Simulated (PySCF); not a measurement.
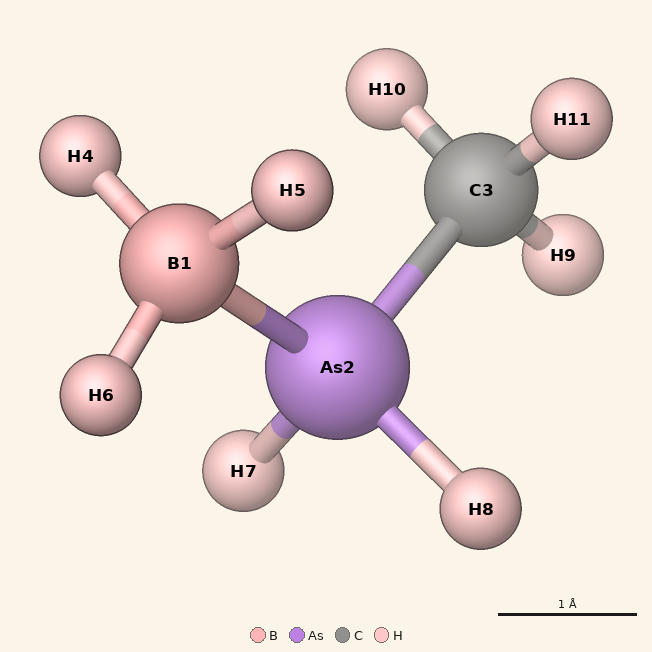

Orthographic view. Atoms fade into the background with distance from the viewer. The geometry was computed by an optimisation with PBE0-D3(BJ)/def2-SVP. No frequency run is at hand to confirm it as a minimum.

Write a Z-matrix (Å, degrees) in the order of the atom numbers, with these reference atoms: 2 to 1; 3 to 2, 1; 4 to 1, 2, 3; 5 to 1, 4, 2; 6 to 1, 5, 4; 7 to 2, 3, 1; 8 to 2, 7, 3; 9 to 3, 2, 8; 10 to 3, 9, 2; 11 to 3, 9, 10.

```
B  
As   1   2.033
C    2   1.936   1   115.6
H    1   1.222   2   102.4   3    59.2
H    1   1.222   4   114.3   2   110.0
H    1   1.219   5   115.1   4  -136.4
H    2   1.512   3   101.8   1   129.1
H    2   1.512   7    98.6   3  -104.1
H    3   1.097   2   111.8   8    50.8
H    3   1.098   9   110.0   2  -120.2
H    3   1.098   9   110.0  10  -119.6
```
